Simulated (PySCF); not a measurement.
**C4H10AsN: spin–spin coupling calculation**

The run: spin–spin coupling calculation of C4H10AsN, SMILES C1C[AsH]CCN1. Method and program: B3LYP/pcJ-1 As:pcSseg-1 indirect spin-spin coupling, non-relativistic, gas phase (PySCF 2.14.0).

The geometry comes from this level: GFN2-xTB. Figures and captions count atoms from 1; the log counts them from 0 in places.

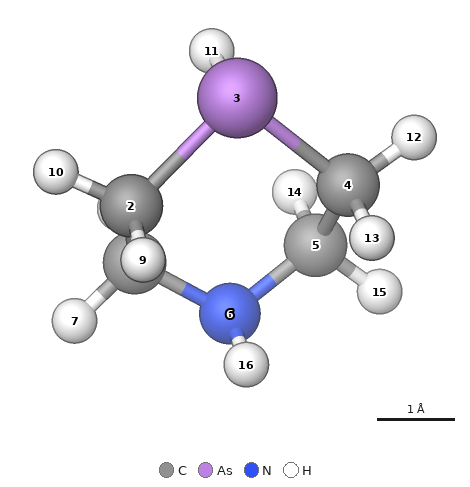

Figure 1. The structure (ball-and-stick view, seen at a tilt; atoms are numbered from 1 in the order of the input). Bond lengths as drawn: As–C 1.98 to 1.99 Å, As–H 1.51 Å, C–C 1.53 Å, C–H 1.09 to 1.10 Å, C–N 1.45 Å and H–N 1.02 Å.

### Key numbers

```json
{"quantity": "outcome", "value": "converged"}
{"quantity": "total energy", "value": "−2448.886134 hartree"}
{"quantity": "HOMO", "value": "−5.86 eV"}
{"quantity": "LUMO", "value": "0.72 eV"}
{"quantity": "dipole moment", "value": "0.67 D"}
{"quantity": "hardware", "value": "1 CPU thread, shared host"}
{"quantity": "wall time", "value": "91 s"}
{"quantity": "peak memory", "value": "1.1 GiB"}
```

### Remarks

Spin–orbit coupling is left out, which matters for the heavy atoms.

### Input file
```
{"job": {"kind": "j", "xc": "B3LYP", "basis": "pcJ-1"}, "charge": 0, "multiplicity": 1}
C      1.158795    -0.774570     0.327090
C      1.504524     0.577873    -0.300233
As     0.113369     1.958503     0.015354
C     -1.398415     0.747993    -0.419309
C     -1.265126    -0.632419     0.227753
N     -0.075751    -1.374957    -0.131527
H      1.961189    -1.493151     0.121858
H      1.081168    -0.661846     1.414908
H      1.623630     0.463165    -1.383906
H      2.462613     0.928843     0.093665
H      0.037241     1.691356     1.502805
H     -2.337583     1.210837    -0.103140
H     -1.441516     0.642909    -1.509668
H     -1.263876    -0.524405     1.318904
H     -2.126440    -1.253279    -0.045813
H     -0.041420    -1.497906    -1.140151
```

The first line tells a small driver script what to run in PySCF; the rest is the geometry in Å.

Launch command:
```bash
OMP_NUM_THREADS=1 python <driver script> task.json out
```

### Output
```
coarse grid: 57896 points
cycle   1  E = -2448.8164434934  dE = -2.971e-01  |g| = 8.488e-01  |ddm| = 3.295e+00
cycle   2  E = -2448.7720872065  dE =  4.436e-02  |g| = 8.344e-01  |ddm| = 1.103e+00
cycle   3  E = -2448.8774641583  dE = -1.054e-01  |g| = 1.859e-01  |ddm| = 8.126e-01
cycle   4  E = -2448.8858180364  dE = -8.354e-03  |g| = 3.710e-02  |ddm| = 2.122e-01
cycle   5  E = -2448.8860827472  dE = -2.647e-04  |g| = 7.700e-03  |ddm| = 3.501e-02
cycle   6  E = -2448.8860936349  dE = -1.089e-05  |g| = 1.887e-03  |ddm| = 1.001e-02
cycle   7  E = -2448.8860943483  dE = -7.133e-07  |g| = 8.340e-04  |ddm| = 2.351e-03
final grid: 122624 points
cycle   8  E = -2448.8861338158  dE =  5.673e-08  |g| = 1.267e-03  |ddm| = 3.621e-03
cycle   9  E = -2448.8861333729  dE =  4.429e-07  |g| = 1.966e-03  |ddm| = 2.609e-03
cycle  10  E = -2448.8861341256  dE = -7.527e-07  |g| = 6.326e-05  |ddm| = 1.577e-03
cycle  11  E = -2448.8861341263  dE = -7.021e-10  |g| = 1.205e-05  |ddm| = 6.783e-05
```

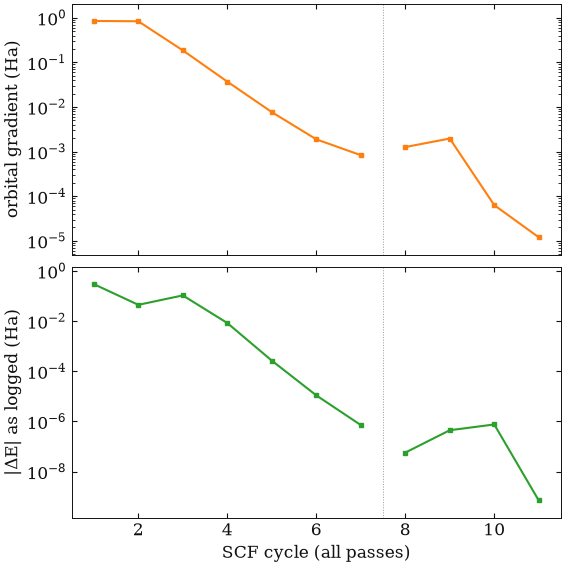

Figure 2. Convergence of the self-consistent field: orbital gradient and size of the energy change against the SCF cycle. The dotted line marks the change from a coarse to the final integration grid. The first 7 cycles use a coarse grid, the final grid takes over at cycle 8, and the field converges after 11 cycles in all.

```
converged SCF energy = -2448.8861341263

Indirect spin-spin couplings (Hz)
  i      j    bonds     total        FC       PSO       DSO        SD
  0 C    1 C    1     31.087    31.453    -0.669     0.303         -
  0 C    3 C    3      3.080     3.140    -0.091     0.032         -
  0 C    4 C    2     -1.672    -1.416    -0.289     0.033         -
  0 C    5 N    1     -4.530    -3.992     0.263    -0.108    -0.693
  0 C    6 H    1    140.690   139.246     0.404     1.040         -
  0 C    7 H    1    141.048   139.592     0.305     1.152         -
  0 C    8 H    2     -3.507    -3.657     0.046     0.104         -
  0 C    9 H    2     -1.898    -2.033     0.044     0.091         -
  0 C   10 H    3      3.871     3.718    -0.177     0.330         -
  0 C   11 H    4     -0.513    -0.434     0.265    -0.344         -
  0 C   13 H    3      2.917     2.825    -0.105     0.197         -
  0 C   14 H    3      8.840     8.862     0.420    -0.442         -
  0 C   15 H    2     -0.943    -1.048     0.277    -0.171         -
  1 C    3 C    2     -0.176    -0.221     0.025     0.021         -
  1 C    4 C    3      3.075     3.135    -0.091     0.032         -
  1 C    5 N    2     -0.207    -0.382     0.232    -0.021    -0.036
  1 C    6 H    2      0.813     0.693     0.055     0.065         -
  1 C    7 H    2     -0.822    -1.004     0.022     0.160         -
  1 C    8 H    1    137.944   135.678     0.997     1.269         -
  1 C    9 H    1    137.630   135.443     0.973     1.213         -
  1 C   10 H    2     -1.153    -1.168     0.032    -0.017         -
  1 C   11 H    3      4.016     4.263     0.287    -0.534         -
  1 C   12 H    3      0.276     0.191     0.031     0.054         -
  1 C   13 H    4      0.726     0.680     0.081    -0.035         -
  1 C   14 H    4     -0.998    -0.977     0.297    -0.318         -
  1 C   15 H    3      2.287     2.006     0.073     0.208         -
  3 C    4 C    1     31.091    31.456    -0.669     0.303         -
  3 C    5 N    2     -0.209    -0.385     0.232    -0.021    -0.036
  3 C    6 H    4     -0.998    -0.977     0.297    -0.318         -
  3 C    7 H    4      0.728     0.682     0.081    -0.035         -
  3 C    8 H    3      0.276     0.191     0.031     0.054         -
  3 C    9 H    3      4.008     4.255     0.287    -0.534         -
  3 C   10 H    2     -1.148    -1.162     0.033    -0.019         -
  3 C   11 H    1    137.581   135.393     0.974     1.214         -
  3 C   12 H    1    137.999   135.732     0.997     1.270         -
  3 C   13 H    2     -0.818    -1.000     0.022     0.160         -
  3 C   14 H    2      0.800     0.680     0.055     0.066         -
  3 C   15 H    3      2.289     2.008     0.073     0.208         -
  4 C    5 N    1     -4.529    -3.991     0.263    -0.109    -0.693
  4 C    6 H    3      8.841     8.863     0.420    -0.442         -
  4 C    7 H    3      2.919     2.827    -0.105     0.197         -
  4 C    9 H    4     -0.514    -0.434     0.265    -0.344         -
  4 C   10 H    3      3.872     3.720    -0.177     0.330         -
  4 C   11 H    2     -1.892    -2.027     0.044     0.090         -
  4 C   12 H    2     -3.503    -3.653     0.046     0.104         -
  4 C   13 H    1    141.081   139.625     0.304     1.152         -
  4 C   14 H    1    140.681   139.236     0.404     1.040         -
  4 C   15 H    2     -0.931    -1.036     0.277    -0.172         -
  5 N    6 H    2     -3.042    -3.007    -0.063     0.004     0.025
  5 N    7 H    2     -1.786    -1.630    -0.134    -0.020    -0.003
  5 N    8 H    3     -0.585    -0.489    -0.055    -0.042    -0.000
  5 N    9 H    3     -1.811    -1.884    -0.057     0.151    -0.021
  5 N   10 H    4     -0.478    -0.446    -0.039    -0.003     0.011
  5 N   11 H    3     -1.812    -1.885    -0.057     0.151    -0.021
  5 N   12 H    3     -0.585    -0.488    -0.055    -0.042    -0.001
  5 N   13 H    2     -1.787    -1.631    -0.134    -0.020    -0.003
  5 N   14 H    2     -3.040    -3.005    -0.064     0.004     0.025
  5 N   15 H    1    -69.396   -65.763    -2.960    -0.445    -0.229
  6 H    7 H    2    -14.481   -14.844     2.020    -1.656         -
  6 H    8 H    3      4.531     4.219     0.182     0.130         -
  6 H    9 H    3      3.368     3.068     0.164     0.136         -
  6 H   10 H    4      0.286     0.159     1.030    -0.904         -
  6 H   11 H    5      1.337     1.539     1.560    -1.763         -
  6 H   15 H    3      2.247     2.160     0.362    -0.274         -
  7 H    8 H    3     13.272    13.058     2.527    -2.314         -
  7 H    9 H    3      2.928     2.497     0.142     0.288         -
  7 H   10 H    4      0.791    -0.569    -1.750     3.110         -
  7 H   15 H    3     14.664    14.513     3.430    -3.280         -
  8 H    9 H    2    -14.258   -15.367     2.308    -1.199         -
  8 H   10 H    3     10.791    12.462     1.646    -3.316         -
  8 H   11 H    4     -1.051    -0.540     1.221    -1.732         -
  8 H   12 H    4      0.177    -0.139    -0.866     1.183         -
  9 H   10 H    3      0.989     0.926     0.032     0.031         -
  9 H   11 H    4      0.563     1.484     1.467    -2.388         -
  9 H   12 H    4     -1.050    -0.541     1.221    -1.731         -
  9 H   14 H    5      1.333     1.536     1.560    -1.763         -
  9 H   15 H    4     -0.526    -0.611     1.467    -1.381         -
 10 H   11 H    3      0.989     0.928     0.033     0.028         -
 10 H   12 H    3     10.810    12.482     1.646    -3.318         -
 10 H   13 H    4      0.791    -0.569    -1.749     3.109         -
 10 H   14 H    4      0.284     0.158     1.031    -0.905         -
 10 H   15 H    5     -0.456    -0.068     1.191    -1.578         -
 11 H   12 H    2    -14.262   -15.372     2.308    -1.198         -
 11 H   13 H    3      2.926     2.495     0.143     0.288         -
 11 H   14 H    3      3.365     3.065     0.165     0.135         -
 11 H   15 H    4     -0.526    -0.611     1.467    -1.382         -
 12 H   13 H    3     13.277    13.064     2.527    -2.314         -
 12 H   14 H    3      4.534     4.221     0.182     0.131         -
 13 H   14 H    2    -14.478   -14.842     2.020    -1.657         -
 13 H   15 H    3     14.671    14.521     3.430    -3.279         -
 14 H   15 H    3      2.245     2.158     0.363    -0.275         -
```
